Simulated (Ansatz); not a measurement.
Consider H$_{4}$O$_{4}$Zr (Zr(OH)4).

Input file:

```
crystal:
  periodic: [false, false, false]
  atoms:
    - {symbol: Zr, position_ang: [0.000031, -0.000018, 0.000028]}
    - {symbol: O, position_ang: [-0.440909, 0.221104, 1.874481]}
    - {symbol: H, position_ang: [-0.665173, 0.328209, 2.806153]}
    - {symbol: O, position_ang: [1.911236, 0.211620, -0.243630]}
    - {symbol: H, position_ang: [2.861545, 0.321704, -0.364169]}
    - {symbol: O, position_ang: [-0.936746, 1.336413, -1.045576]}
    - {symbol: H, position_ang: [-1.399262, 2.000954, -1.569233]}
    - {symbol: O, position_ang: [-0.533649, -1.769094, -0.585168]}
    - {symbol: H, position_ang: [-0.797072, -2.650902, -0.872876]}
basis:
  gaussian: {orbitals: def2-TZVP, initial_orbitals: start.molden}
hamiltonian: {xc: pbe0, dispersion: d4}
scf: {omitted_lower_state_checks: [starts]}
output: {orbitals: {seedname: orbitals}}
```

Command:

```sh
ansatz run in.yaml --threads 4 --pin off --events-out ev --progress --plain --max-ram 3916MiB
```

Geometry: PBE-D4/def2-SVP; core potentials replace the inner electrons of Zr.

Level of theory: RKS PBE0-D4/def2-TZVP in Ansatz 0.2.0.

What will maps of the electron density and electron localisation function show?

Zr–O (1.94 Å): the density is about 0.87 e/Å³ at the midpoint; the ELF peaks at about 0.80 in the valence shell of O, 0.5 Å from its nucleus, and drops to about 0.20 between the two atoms.
O–H (0.96 Å): ρ at the midpoint is about 3.7 e/Å³; the ELF climbs to about 1 towards the hydrogen, as it does in any bond to H (an ordinary covalent bond to hydrogen).

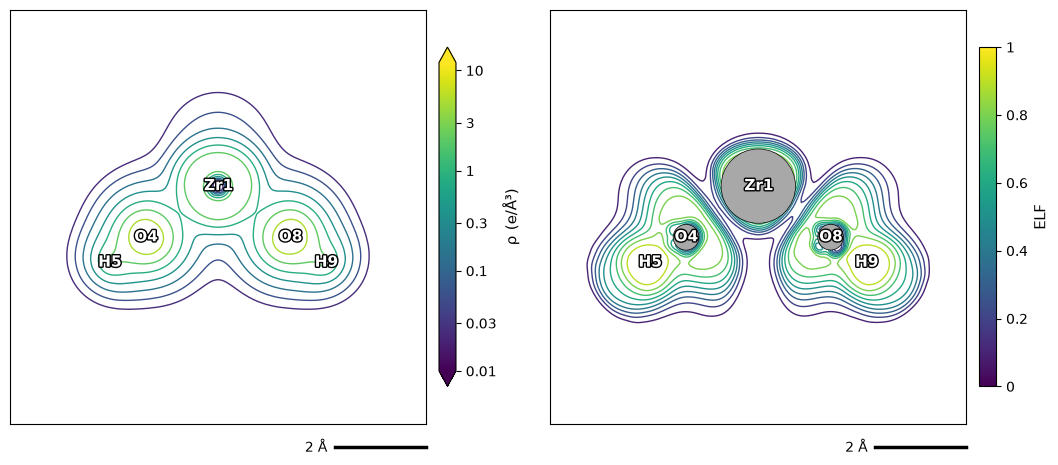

Computed electron density and electron localisation function on the plane of atoms O4, Zr1 and O8, in this order. Grey discs cover the atomic cores in the ELF map. 
